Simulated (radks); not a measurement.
The neutral copper atom; electrons: [Ar] 3d10 4p1 (high spin). The calculation used the in-house radial solver radks at this level: scalar-relativistic Kohn-Sham, PBE, spin-polarised, spherical densities, finite nucleus.

```
Z 29
configuration [Ar] 3d10 4p1
relativity scalar-relativistic
functional pbe,pbe
spin polarised
nucleus finite rms 3.8823 fm
c 137.035999084
```

Wanted: the number of electrons inside radius r (solid) and the radial density 4πr²ρ (dashed).

The count levels off at 29 electrons. Half of them lie within 0.560 bohr, 90 % within 1.51 bohr and 99 % within 5.22 bohr. The radial density has minima at 0.0783 and 0.376 bohr, where the count stands at 2.1 and 10.8; these part the shells that the density resolves.

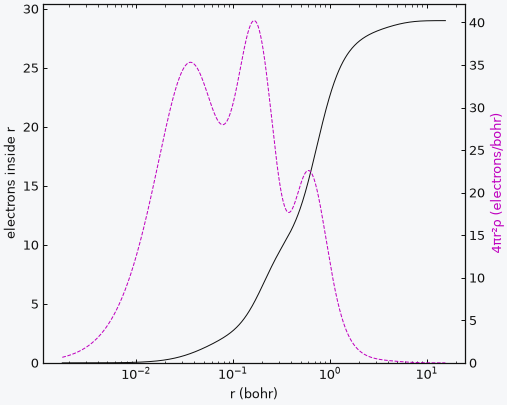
